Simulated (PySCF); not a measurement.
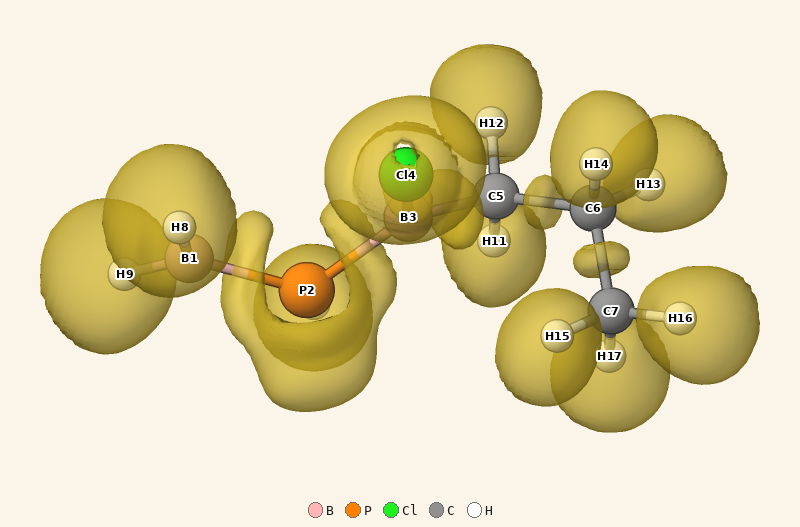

The picture shows: C3H10B2ClP (SMILES BPB(Cl)CCC). Isosurface of the electron localisation function at 0.85 (yellow), seen from one side. Core shells and regions of very low density are left out.

Geometry: GFN2-xTB.

Method: wB97X-D/def2-SVPD, SCF density, gas phase (PySCF 2.14.0).

```yaml
atoms:
  - { symbol: B, position_ang: [3.6493, 0.6687, 0.7859] }
  - { symbol: P, position_ang: [1.9410, 0.9874, 0.2978] }
  - { symbol: B, position_ang: [0.6913, -0.3587, 0.4437] }
  - { symbol: Cl, position_ang: [0.8019, -1.3753, 1.8283] }
  - { symbol: C, position_ang: [-0.4751, -0.5692, -0.6160] }
  - { symbol: C, position_ang: [-1.8624, -0.8077, 0.0005] }
  - { symbol: C, position_ang: [-2.3578, 0.4231, 0.7490] }
  - { symbol: H, position_ang: [3.8454, -0.0237, 1.7075] }
  - { symbol: H, position_ang: [4.5241, 1.2136, 0.2368] }
  - { symbol: H, position_ang: [1.8297, 1.5277, -0.9617] }
  - { symbol: H, position_ang: [-0.5381, 0.2825, -1.2994] }
  - { symbol: H, position_ang: [-0.2319, -1.4388, -1.2359] }
  - { symbol: H, position_ang: [-2.5729, -1.0589, -0.7904] }
  - { symbol: H, position_ang: [-1.8107, -1.6551, 0.6863] }
  - { symbol: H, position_ang: [-1.6722, 0.6807, 1.5535] }
  - { symbol: H, position_ang: [-3.3408, 0.2405, 1.1770] }
  - { symbol: H, position_ang: [-2.4278, 1.2754, 0.0765] }
```

**What do the ELF domains correspond to?**

The surface consists of one region between bonded B–C atoms (shared pairs), one region between bonded B–Cl atoms (shared pairs), two regions between bonded C–C atoms (shared pairs), ten regions around hydrogen nuclei, one region on P in which the atom's valence shell and bonds are merged and one ring or bowl of non-bonding electrons around Cl. Profiles from the grid: C–C (1.52 Å): the ELF peaks at about 0.95 between the atoms: localised, covalent bonding. C–B (1.59 Å): the ELF peaks at about 1 between the atoms (a shared electron pair).
